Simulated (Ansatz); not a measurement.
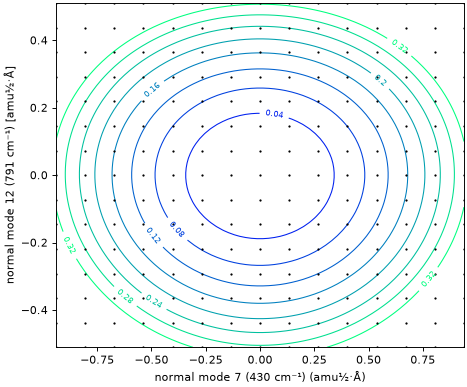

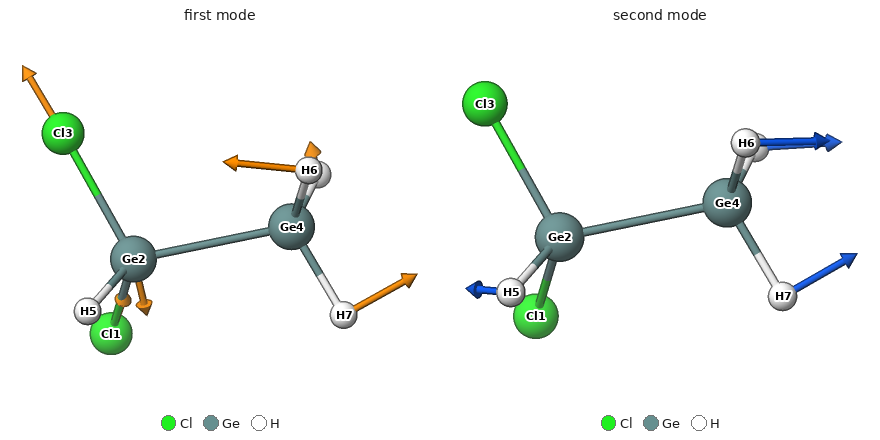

Energy landscape of Cl₂Ge₂H₄, SMILES [Cl][GeH]([Cl])[GeH3]. First axis: normal mode 7 (430 cm⁻¹). Second axis: normal mode 12 (791 cm⁻¹). Nothing is relaxed (straight displacements along the two mass-weighted modes). Grid: 15 × 15 points. Points are written as (first, second). Energies are in eV, from the relaxed molecule at the same level. Method: Ansatz, RKS PBE0-D4/def2-SVP.

In the figure: contour lines labelled in eV (none above 0.32), dots at the grid points. Between grid points the surface is interpolated. The second picture is the structure at the lowest point

Question: Where are the wells?

Answer: The lowest grid point is at (0.000 amu½·Å, 0.000 amu½·Å), 0.000 eV from the relaxed molecule at the same level. It is the only kind of minimum in the scanned range. The highest grid point, (0.939 amu½·Å, 0.511 amu½·Å), lies 0.635 eV above the lowest.

The whole map (225 points run) took 12 min on 1 thread of AMD EPYC 9R45 96-Core Processor (Zen 5), on a shared host.
